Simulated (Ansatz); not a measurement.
Base system: MgTe in the wurtzite structure (space group P6_3mc, No. 186; a = 4.561 Å, c = 7.412 Å).

Now apply this change: every lattice vector is stretched by 0.60 %; the atoms relax in the strained cell.

Method: plane-wave PAW DFT at the PBEsol level (Ansatz, an electronic-structure program, 420 eV), no spin-orbit coupling.

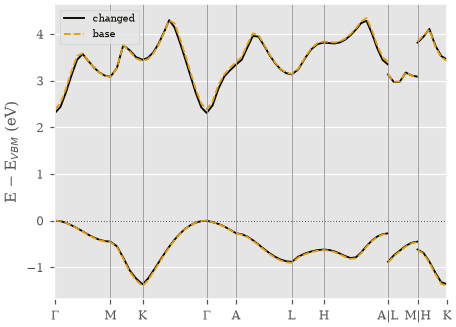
*Highest valence and lowest conduction band along the path, each from its own valence-band maximum*

Task: From the figure, how large is the changed gap, and is it direct?

Result: About 2.3 eV, direct at Γ.

Spin-orbit coupling, missing from the scalar runs, can matter with Te. Semilocal Kohn–Sham gaps tend to fall short of experiment. Stability against distortions was not tested.
